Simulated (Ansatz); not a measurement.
## Run report: CH₄GaInO, molecular dynamics (part 1 of 3)

The run: molecular dynamics of CH₄GaInO. Method and program: RKS PBE0-D4/def2-SVP (Ansatz 0.2.0).

It belongs to a series of runs on one base structure; here: dynamics from the highest image of the converged band.

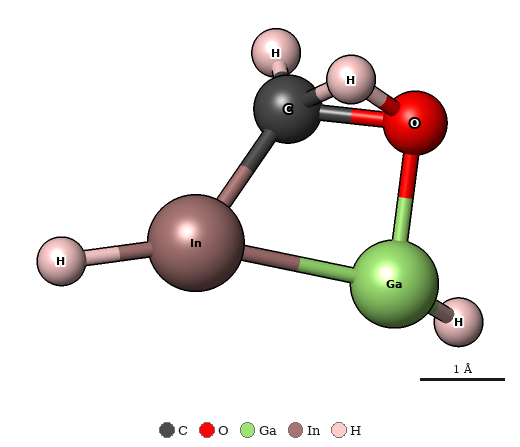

**Figure 1.** The input geometry (ball-and-stick view, seen at a tilt). Sticks mark near contacts.

Key numbers

```csv
quantity,value
outcome,finished
mean temperature over the second half,2113 K
trajectory,"200 steps, 100 fs"
ensemble,nve
temperature in the input,300.0 K
time step,0.5 fs
potential energy (last step),−60679.6820 eV
mean-field energy (last step),−60679.5272 eV
largest force (length of the vector) (last step),6.652 eV/Å
hardware,"2 threads of Arm Neoverse V1, 24 GiB of memory available, shared host"
wall time,12 min (CPU time 24 min)
peak memory,0.27 GiB
```

Remarks

So short a trajectory is not equilibrated.

Input
```yaml
crystal:
  periodic: [false, false, false]
  atoms:
    - { symbol: C, position_ang: [-0.672821, 0.622131, -0.254556] }
    - { symbol: O, position_ang: [0.691965, 1.34704, -0.027216] }
    - { symbol: Ga, position_ang: [1.554581, -0.404054, -0.036015] }
    - { symbol: In, position_ang: [-0.698317, -1.261444, 0.773453] }
    - { symbol: H, position_ang: [-0.235138, 1.404447, 0.670893] }
    - { symbol: H, position_ang: [-1.167756, 1.043026, -1.136747] }
    - { symbol: H, position_ang: [2.444654, -0.45125, -1.337312] }
    - { symbol: H, position_ang: [-1.917168, -2.299897, 1.347488] }
basis:
  gaussian: { orbitals: def2-SVP }
hamiltonian:
  xc: pbe0
  dispersion: d4
md:
  timestep: 0.5
  n_steps: 200
  ensemble: nve
  temperature: 300.0
  initial_velocities: maxwell_boltzmann
  seed: 8586
```

Launched with:
```bash
ansatz run input.yaml --threads 2 --pin off --max-ram 3072MiB --backend cpu --events-out ev --progress --plain --runs-dir out
```

Output
```
Engine: ansatz 0.2.0, aarch64-unknown-linux-gnu
Functional definition: PBE0
  parameter a = 0.25
  parameter kappa = 0.804
  parameter beta = 0.06672455060314922
  exchange = (1 - a)*pbe_x(kappa = kappa, mu = beta*pi^2/3) + a*exact_x
  correlation = pbe_c(beta = beta)
1226 factors; integrals over basis functions are off by at most 2.7e-4 eV
mean field evaluation 1: about -60670.2506 eV, gradient 5.3e1 eV
mean field evaluation 2: about -60603.3090 eV, gradient 1.6e2 eV
mean field evaluation 4: about -60676.5996 eV, gradient 2.0e1 eV
mean field evaluation 8: about -60677.4300 eV, gradient 4.7e-1 eV
mean field evaluation 16: about -60677.4306 eV, gradient 1.2e-4 eV
mean field -60677.43059746 eV, -2229.8544458171 hartree, gradient 3.0e-5 eV, S^2 0.000000; 0 other end points of the search recorded, 0 dependent functions left out
the calculation of the forces begins
reference -60677.43063189 eV, -2229.8544470822 hartree; 35, 35 occupied and 71, 71 virtual orbitals, 1226 factors
md step     0: t =     0.00 fs  T =   300.0 K  F+E_penalty+E_count = -60677.58710753 eV  E_kin = 0.232668 eV  conserved = -60677.35443954 eV  (29 SCF iters)
these checks for a lower state are left out or cut short: starts, cluster_reference, orbital_swaps, neighbouring_geometries, increment
1226 factors; integrals over basis functions are off by at most 2.6e-4 eV
mean field -60677.42851781 eV, -2229.8543693912 hartree, gradient 1.2e-5 eV, S^2 0.000000; 0 other end points of the search recorded, 0 dependent functions left out
the calculation of the forces begins
reference -60677.42855225 eV, -2229.8543706568 hartree; 35, 35 occupied and 71, 71 virtual orbitals, 1226 factors
md step     1: t =     0.50 fs  T =   297.4 K  F+E_penalty+E_count = -60677.58506239 eV  E_kin = 0.230645 eV  conserved = -60677.35441743 eV  (33 SCF iters)
[... from here on the SCF iterations and repeated set-up lines of each step are left out, up to the last step ...]
md step     2: t =     1.00 fs  T =   290.0 K  F+E_penalty+E_count = -60677.57925600 eV  E_kin = 0.224900 eV  conserved = -60677.35435580 eV  (33 SCF iters)
md step     3: t =     1.50 fs  T =   279.0 K  F+E_penalty+E_count = -60677.57065897 eV  E_kin = 0.216394 eV  conserved = -60677.35426515 eV  (33 SCF iters)
md step     4: t =     2.00 fs  T =   266.3 K  F+E_penalty+E_count = -60677.56070446 eV  E_kin = 0.206545 eV  conserved = -60677.35415939 eV  (33 SCF iters)
md step     5: t =     2.50 fs  T =   254.0 K  F+E_penalty+E_count = -60677.55107134 eV  E_kin = 0.197019 eV  conserved = -60677.35405278 eV  (33 SCF iters)
md step     6: t =     3.00 fs  T =   244.4 K  F+E_penalty+E_count = -60677.54346969 eV  E_kin = 0.189517 eV  conserved = -60677.35395249 eV  (33 SCF iters)
md step     7: t =     3.50 fs  T =   239.4 K  F+E_penalty+E_count = -60677.53950262 eV  E_kin = 0.185640 eV  conserved = -60677.35386237 eV  (33 SCF iters)
md step     8: t =     4.00 fs  T =   240.9 K  F+E_penalty+E_count = -60677.54061908 eV  E_kin = 0.186840 eV  conserved = -60677.35377864 eV  (32 SCF iters)
md step     9: t =     4.50 fs  T =   250.8 K  F+E_penalty+E_count = -60677.54817466 eV  E_kin = 0.194482 eV  conserved = -60677.35369279 eV  (32 SCF iters)
md step    10: t =     5.00 fs  T =   270.7 K  F+E_penalty+E_count = -60677.56356950 eV  E_kin = 0.209976 eV  conserved = -60677.35359354 eV  (33 SCF iters)
md step    11: t =     5.50 fs  T =   303.0 K  F+E_penalty+E_count = -60677.58843139 eV  E_kin = 0.234961 eV  conserved = -60677.35347012 eV  (33 SCF iters)
md step    12: t =     6.00 fs  T =   350.1 K  F+E_penalty+E_count = -60677.62480380 eV  E_kin = 0.271490 eV  conserved = -60677.35331416 eV  (33 SCF iters)
md step    13: t =     6.50 fs  T =   415.4 K  F+E_penalty+E_count = -60677.67529733 eV  E_kin = 0.322171 eV  conserved = -60677.35312601 eV  (33 SCF iters)
md step    14: t =     7.00 fs  T =   503.1 K  F+E_penalty+E_count = -60677.74313137 eV  E_kin = 0.390212 eV  conserved = -60677.35291911 eV  (32 SCF iters, 3 dispersion substeps)
md step    15: t =     7.50 fs  T =   617.9 K  F+E_penalty+E_count = -60677.83197843 eV  E_kin = 0.479249 eV  conserved = -60677.35272978 eV  (34 SCF iters, 3 dispersion substeps)
md step    16: t =     8.00 fs  T =   764.4 K  F+E_penalty+E_count = -60677.94549238 eV  E_kin = 0.592875 eV  conserved = -60677.35261752 eV  (34 SCF iters, 3 dispersion substeps)
md step    17: t =     8.50 fs  T =   946.2 K  F+E_penalty+E_count = -60678.08648029 eV  E_kin = 0.733820 eV  conserved = -60677.35266042 eV  (31 SCF iters, 3 dispersion substeps)
md step    18: t =     9.00 fs  T =  1164.2 K  F+E_penalty+E_count = -60678.25580742 eV  E_kin = 0.902886 eV  conserved = -60677.35292144 eV  (33 SCF iters, 3 dispersion substeps)
md step    19: t =     9.50 fs  T =  1415.7 K  F+E_penalty+E_count = -60678.45140386 eV  E_kin = 1.097981 eV  conserved = -60677.35342267 eV  (34 SCF iters, 3 dispersion substeps)
md step    20: t =    10.00 fs  T =  1693.7 K  F+E_penalty+E_count = -60678.66773789 eV  E_kin = 1.313584 eV  conserved = -60677.35415352 eV  (32 SCF iters, 3 dispersion substeps)
md step    21: t =    10.50 fs  T =  1986.4 K  F+E_penalty+E_count = -60678.89569431 eV  E_kin = 1.540580 eV  conserved = -60677.35511439 eV  (33 SCF iters, 3 dispersion substeps)
md step    22: t =    11.00 fs  T =  2277.2 K  F+E_penalty+E_count = -60679.12246324 eV  E_kin = 1.766144 eV  conserved = -60677.35631926 eV  (33 SCF iters, 3 dispersion substeps)
md step    23: t =    11.50 fs  T =  2545.2 K  F+E_penalty+E_count = -60679.33163884 eV  E_kin = 1.973950 eV  conserved = -60677.35768849 eV  (33 SCF iters, 3 dispersion substeps)
md step    24: t =    12.00 fs  T =  2766.8 K  F+E_penalty+E_count = -60679.50480763 eV  E_kin = 2.145855 eV  conserved = -60677.35895261 eV  (32 SCF iters, 3 dispersion substeps)
md step    25: t =    12.50 fs  T =  2921.4 K  F+E_penalty+E_count = -60679.62546800 eV  E_kin = 2.265709 eV  conserved = -60677.35975925 eV  (32 SCF iters, 3 dispersion substeps)
md step    26: t =    13.00 fs  T =  2996.2 K  F+E_penalty+E_count = -60679.68368042 eV  E_kin = 2.323770 eV  conserved = -60677.35991058 eV  (32 SCF iters, 3 dispersion substeps)
md step    27: t =    13.50 fs  T =  2990.2 K  F+E_penalty+E_count = -60679.67851128 eV  E_kin = 2.319044 eV  conserved = -60677.35946731 eV  (31 SCF iters, 3 dispersion substeps)
md step    28: t =    14.00 fs  T =  2912.0 K  F+E_penalty+E_count = -60679.61707279 eV  E_kin = 2.258418 eV  conserved = -60677.35865434 eV  (31 SCF iters, 3 dispersion substeps)
md step    29: t =    14.50 fs  T =  2776.9 K  F+E_penalty+E_count = -60679.51140000 eV  E_kin = 2.153686 eV  conserved = -60677.35771412 eV  (31 SCF iters, 3 dispersion substeps)
md step    30: t =    15.00 fs  T =  2602.4 K  F+E_penalty+E_count = -60679.37511996 eV  E_kin = 2.018300 eV  conserved = -60677.35682026 eV  (31 SCF iters, 3 dispersion substeps)
md step    31: t =    15.50 fs  T =  2404.8 K  F+E_penalty+E_count = -60679.22109639 eV  E_kin = 1.865036 eV  conserved = -60677.35606053 eV  (33 SCF iters, 3 dispersion substeps)
md step    32: t =    16.00 fs  T =  2198.1 K  F+E_penalty+E_count = -60679.06023832 eV  E_kin = 1.704777 eV  conserved = -60677.35546182 eV  (33 SCF iters, 3 dispersion substeps)
md step    33: t =    16.50 fs  T =  1993.5 K  F+E_penalty+E_count = -60678.90109856 eV  E_kin = 1.546081 eV  conserved = -60677.35501717 eV  (33 SCF iters, 3 dispersion substeps)
md step    34: t =    17.00 fs  T =  1799.0 K  F+E_penalty+E_count = -60678.74995851 eV  E_kin = 1.395270 eV  conserved = -60677.35468826 eV  (33 SCF iters, 3 dispersion substeps)
md step    35: t =    17.50 fs  T =  1620.6 K  F+E_penalty+E_count = -60678.61130177 eV  E_kin = 1.256868 eV  conserved = -60677.35443335 eV  (34 SCF iters, 3 dispersion substeps)
md step    36: t =    18.00 fs  T =  1462.7 K  F+E_penalty+E_count = -60678.48860357 eV  E_kin = 1.134386 eV  conserved = -60677.35421726 eV  (32 SCF iters, 3 dispersion substeps)
md step    37: t =    18.50 fs  T =  1329.3 K  F+E_penalty+E_count = -60678.38496020 eV  E_kin = 1.030947 eV  conserved = -60677.35401313 eV  (30 SCF iters, 3 dispersion substeps)
md step    38: t =    19.00 fs  T =  1224.5 K  F+E_penalty+E_count = -60678.30349383 eV  E_kin = 0.949693 eV  conserved = -60677.35380049 eV  (33 SCF iters, 3 dispersion substeps)
md step    39: t =    19.50 fs  T =  1152.9 K  F+E_penalty+E_count = -60678.24770525 eV  E_kin = 0.894136 eV  conserved = -60677.35356959 eV  (33 SCF iters, 3 dispersion substeps)
md step    40: t =    20.00 fs  T =  1119.5 K  F+E_penalty+E_count = -60678.22159693 eV  E_kin = 0.868240 eV  conserved = -60677.35335674 eV  (33 SCF iters, 3 dispersion substeps)
md step    41: t =    20.50 fs  T =  1129.0 K  F+E_penalty+E_count = -60678.22889479 eV  E_kin = 0.875629 eV  conserved = -60677.35326549 eV  (33 SCF iters, 3 dispersion substeps)
md step    42: t =    21.00 fs  T =  1183.4 K  F+E_penalty+E_count = -60678.27126959 eV  E_kin = 0.917794 eV  conserved = -60677.35347525 eV  (30 SCF iters, 3 dispersion substeps)
md step    43: t =    21.50 fs  T =  1278.6 K  F+E_penalty+E_count = -60678.34587600 eV  E_kin = 0.991601 eV  conserved = -60677.35427502 eV  (31 SCF iters, 3 dispersion substeps)
md step    44: t =    22.00 fs  T =  1399.8 K  F+E_penalty+E_count = -60678.44164648 eV  E_kin = 1.085611 eV  conserved = -60677.35603511 eV  (33 SCF iters, 3 dispersion substeps)
md step    45: t =    22.50 fs  T =  1516.1 K  F+E_penalty+E_count = -60678.53475344 eV  E_kin = 1.175791 eV  conserved = -60677.35896263 eV  (35 SCF iters, 3 dispersion substeps)
md step    46: t =    23.00 fs  T =  1579.5 K  F+E_penalty+E_count = -60678.58740001 eV  E_kin = 1.224983 eV  conserved = -60677.36241698 eV  (35 SCF iters, 3 dispersion substeps)
md step    47: t =    23.50 fs  T =  1542.6 K  F+E_penalty+E_count = -60678.56022040 eV  E_kin = 1.196382 eV  conserved = -60677.36383850 eV  (35 SCF iters, 3 dispersion substeps)
md step    48: t =    24.00 fs  T =  1408.1 K  F+E_penalty+E_count = -60678.45122716 eV  E_kin = 1.092058 eV  conserved = -60677.35916928 eV  (35 SCF iters, 3 dispersion substeps)
md step    49: t =    24.50 fs  T =  1288.4 K  F+E_penalty+E_count = -60678.34782342 eV  E_kin = 0.999249 eV  conserved = -60677.34857459 eV  (35 SCF iters, 3 dispersion substeps)
md step    50: t =    25.00 fs  T =  1375.0 K  F+E_penalty+E_count = -60678.40920676 eV  E_kin = 1.066430 eV  conserved = -60677.34277633 eV  (35 SCF iters, 3 dispersion substeps)
md step    51: t =    25.50 fs  T =  1758.4 K  F+E_penalty+E_count = -60678.71469086 eV  E_kin = 1.363713 eV  conserved = -60677.35097764 eV  (36 SCF iters, 3 dispersion substeps)
md step    52: t =    26.00 fs  T =  2299.8 K  F+E_penalty+E_count = -60679.14814544 eV  E_kin = 1.783627 eV  conserved = -60677.36451884 eV  (30 SCF iters, 3 dispersion substeps)
md step    53: t =    26.50 fs  T =  2760.1 K  F+E_penalty+E_count = -60679.51166236 eV  E_kin = 2.140640 eV  conserved = -60677.37102229 eV  (30 SCF iters, 3 dispersion substeps)
md step    54: t =    27.00 fs  T =  2999.0 K  F+E_penalty+E_count = -60679.69549146 eV  E_kin = 2.325913 eV  conserved = -60677.36957810 eV  (29 SCF iters, 3 dispersion substeps)
md step    55: t =    27.50 fs  T =  3015.4 K  F+E_penalty+E_count = -60679.70360476 eV  E_kin = 2.338599 eV  conserved = -60677.36500540 eV  (31 SCF iters, 3 dispersion substeps)
md step    56: t =    28.00 fs  T =  2876.9 K  F+E_penalty+E_count = -60679.59192094 eV  E_kin = 2.231237 eV  conserved = -60677.36068443 eV  (30 SCF iters, 3 dispersion substeps)
md step    57: t =    28.50 fs  T =  2657.4 K  F+E_penalty+E_count = -60679.41861221 eV  E_kin = 2.060972 eV  conserved = -60677.35764034 eV  (30 SCF iters, 3 dispersion substeps)
md step    58: t =    29.00 fs  T =  2413.0 K  F+E_penalty+E_count = -60679.22723336 eV  E_kin = 1.871431 eV  conserved = -60677.35580276 eV  (31 SCF iters, 3 dispersion substeps)
md step    59: t =    29.50 fs  T =  2178.6 K  F+E_penalty+E_count = -60679.04450972 eV  E_kin = 1.689663 eV  conserved = -60677.35484631 eV  (30 SCF iters, 3 dispersion substeps)
md step    60: t =    30.00 fs  T =  1966.3 K  F+E_penalty+E_count = -60678.87916517 eV  E_kin = 1.524956 eV  conserved = -60677.35420881 eV  (29 SCF iters, 3 dispersion substeps)
md step    61: t =    30.50 fs  T =  1785.2 K  F+E_penalty+E_count = -60678.73836338 eV  E_kin = 1.384510 eV  conserved = -60677.35385307 eV  (29 SCF iters, 3 dispersion substeps)
md step    62: t =    31.00 fs  T =  1643.9 K  F+E_penalty+E_count = -60678.62859792 eV  E_kin = 1.274908 eV  conserved = -60677.35368964 eV  (29 SCF iters, 3 dispersion substeps)
md step    63: t =    31.50 fs  T =  1545.9 K  F+E_penalty+E_count = -60678.55252947 eV  E_kin = 1.198909 eV  conserved = -60677.35362083 eV  (31 SCF iters, 3 dispersion substeps)
md step    64: t =    32.00 fs  T =  1492.4 K  F+E_penalty+E_count = -60678.51102927 eV  E_kin = 1.157429 eV  conserved = -60677.35360057 eV  (31 SCF iters, 3 dispersion substeps)
md step    65: t =    32.50 fs  T =  1483.7 K  F+E_penalty+E_count = -60678.50427163 eV  E_kin = 1.150663 eV  conserved = -60677.35360846 eV  (31 SCF iters, 3 dispersion substeps)
md step    66: t =    33.00 fs  T =  1519.5 K  F+E_penalty+E_count = -60678.53212305 eV  E_kin = 1.178483 eV  conserved = -60677.35364017 eV  (30 SCF iters, 3 dispersion substeps)
md step    67: t =    33.50 fs  T =  1599.5 K  F+E_penalty+E_count = -60678.59419450 eV  E_kin = 1.240485 eV  conserved = -60677.35370966 eV  (30 SCF iters, 3 dispersion substeps)
md step    68: t =    34.00 fs  T =  1722.1 K  F+E_penalty+E_count = -60678.68947956 eV  E_kin = 1.335613 eV  conserved = -60677.35386704 eV  (31 SCF iters, 3 dispersion substeps)
md step    69: t =    34.50 fs  T =  1883.7 K  F+E_penalty+E_count = -60678.81511831 eV  E_kin = 1.460908 eV  conserved = -60677.35421040 eV  (31 SCF iters, 3 dispersion substeps)
md step    70: t =    35.00 fs  T =  2077.3 K  F+E_penalty+E_count = -60678.96590512 eV  E_kin = 1.611050 eV  conserved = -60677.35485549 eV  (31 SCF iters, 3 dispersion substeps)
md step    71: t =    35.50 fs  T =  2294.5 K  F+E_penalty+E_count = -60679.13569220 eV  E_kin = 1.779558 eV  conserved = -60677.35613424 eV  (31 SCF iters, 3 dispersion substeps)
md step    72: t =    36.00 fs  T =  2513.6 K  F+E_penalty+E_count = -60679.30800247 eV  E_kin = 1.949436 eV  conserved = -60677.35856638 eV  (36 SCF iters, 3 dispersion substeps)
md step    73: t =    36.50 fs  T =  2690.3 K  F+E_penalty+E_count = -60679.44926122 eV  E_kin = 2.086499 eV  conserved = -60677.36276197 eV  (35 SCF iters, 3 dispersion substeps)
md step    74: t =    37.00 fs  T =  2751.5 K  F+E_penalty+E_count = -60679.50259376 eV  E_kin = 2.133975 eV  conserved = -60677.36861886 eV  (35 SCF iters, 3 dispersion substeps)
md step    75: t =    37.50 fs  T =  2606.0 K  F+E_penalty+E_count = -60679.39470418 eV  E_kin = 2.021145 eV  conserved = -60677.37355914 eV  (35 SCF iters, 3 dispersion substeps)
md step    76: t =    38.00 fs  T =  2203.3 K  F+E_penalty+E_count = -60679.07950095 eV  E_kin = 1.708800 eV  conserved = -60677.37070051 eV  (31 SCF iters, 3 dispersion substeps)
md step    77: t =    38.50 fs  T =  1650.9 K  F+E_penalty+E_count = -60678.63495712 eV  E_kin = 1.280390 eV  conserved = -60677.35456664 eV  (36 SCF iters, 3 dispersion substeps)
md step    78: t =    39.00 fs  T =  1261.9 K  F+E_penalty+E_count = -60678.31641270 eV  E_kin = 0.978645 eV  conserved = -60677.33776761 eV  (35 SCF iters, 3 dispersion substeps)
md step    79: t =    39.50 fs  T =  1315.3 K  F+E_penalty+E_count = -60678.36276572 eV  E_kin = 1.020086 eV  conserved = -60677.34267927 eV  (34 SCF iters, 3 dispersion substeps)
md step    80: t =    40.00 fs  T =  1734.2 K  F+E_penalty+E_count = -60678.70662609 eV  E_kin = 1.344967 eV  conserved = -60677.36165873 eV  (35 SCF iters, 3 dispersion substeps)
md step    81: t =    40.50 fs  T =  2188.1 K  F+E_penalty+E_count = -60679.06899759 eV  E_kin = 1.696971 eV  conserved = -60677.37202631 eV  (33 SCF iters, 3 dispersion substeps)
md step    82: t =    41.00 fs  T =  2444.2 K  F+E_penalty+E_count = -60679.26612912 eV  E_kin = 1.895600 eV  conserved = -60677.37052864 eV  (33 SCF iters, 3 dispersion substeps)
md step    83: t =    41.50 fs  T =  2475.3 K  F+E_penalty+E_count = -60679.28454780 eV  E_kin = 1.919773 eV  conserved = -60677.36477524 eV  (33 SCF iters, 3 dispersion substeps)
md step    84: t =    42.00 fs  T =  2356.9 K  F+E_penalty+E_count = -60679.18768586 eV  E_kin = 1.827941 eV  conserved = -60677.35974505 eV  (32 SCF iters, 3 dispersion substeps)
md step    85: t =    42.50 fs  T =  2170.4 K  F+E_penalty+E_count = -60679.03986332 eV  E_kin = 1.683272 eV  conserved = -60677.35659146 eV  (32 SCF iters, 3 dispersion substeps)
md step    86: t =    43.00 fs  T =  1970.4 K  F+E_penalty+E_count = -60678.88310354 eV  E_kin = 1.528199 eV  conserved = -60677.35490456 eV  (32 SCF iters, 3 dispersion substeps)
md step    87: t =    43.50 fs  T =  1788.9 K  F+E_penalty+E_count = -60678.74155123 eV  E_kin = 1.387405 eV  conserved = -60677.35414634 eV  (32 SCF iters, 3 dispersion substeps)
md step    88: t =    44.00 fs  T =  1639.6 K  F+E_penalty+E_count = -60678.62546261 eV  E_kin = 1.271619 eV  conserved = -60677.35384334 eV  (33 SCF iters, 3 dispersion substeps)
md step    89: t =    44.50 fs  T =  1525.8 K  F+E_penalty+E_count = -60678.53707355 eV  E_kin = 1.183361 eV  conserved = -60677.35371287 eV  (32 SCF iters, 3 dispersion substeps)
md step    90: t =    45.00 fs  T =  1450.4 K  F+E_penalty+E_count = -60678.47849875 eV  E_kin = 1.124836 eV  conserved = -60677.35366297 eV  (32 SCF iters, 3 dispersion substeps)
md step    91: t =    45.50 fs  T =  1415.0 K  F+E_penalty+E_count = -60678.45103395 eV  E_kin = 1.097406 eV  conserved = -60677.35362815 eV  (33 SCF iters, 3 dispersion substeps)
md step    92: t =    46.00 fs  T =  1420.7 K  F+E_penalty+E_count = -60678.45544513 eV  E_kin = 1.101863 eV  conserved = -60677.35358246 eV  (33 SCF iters, 3 dispersion substeps)
md step    93: t =    46.50 fs  T =  1468.7 K  F+E_penalty+E_count = -60678.49256656 eV  E_kin = 1.139032 eV  conserved = -60677.35353433 eV  (33 SCF iters, 3 dispersion substeps)
md step    94: t =    47.00 fs  T =  1559.8 K  F+E_penalty+E_count = -60678.56321294 eV  E_kin = 1.209692 eV  conserved = -60677.35352130 eV  (32 SCF iters, 3 dispersion substeps)
md step    95: t =    47.50 fs  T =  1694.0 K  F+E_penalty+E_count = -60678.66745208 eV  E_kin = 1.313833 eV  conserved = -60677.35361891 eV  (30 SCF iters, 3 dispersion substeps)
md step    96: t =    48.00 fs  T =  1868.9 K  F+E_penalty+E_count = -60678.80339212 eV  E_kin = 1.449467 eV  conserved = -60677.35392489 eV  (32 SCF iters, 3 dispersion substeps)
md step    97: t =    48.50 fs  T =  2079.8 K  F+E_penalty+E_count = -60678.96760065 eV  E_kin = 1.613014 eV  conserved = -60677.35458711 eV  (32 SCF iters, 3 dispersion substeps)
md step    98: t =    49.00 fs  T =  2316.0 K  F+E_penalty+E_count = -60679.15221469 eV  E_kin = 1.796172 eV  conserved = -60677.35604291 eV  (32 SCF iters, 3 dispersion substeps)
md step    99: t =    49.50 fs  T =  2549.5 K  F+E_penalty+E_count = -60679.33597631 eV  E_kin = 1.977259 eV  conserved = -60677.35871775 eV  (32 SCF iters, 3 dispersion substeps)
md step   100: t =    50.00 fs  T =  2730.9 K  F+E_penalty+E_count = -60679.48088422 eV  E_kin = 2.117938 eV  conserved = -60677.36294575 eV  (32 SCF iters, 3 dispersion substeps)
```
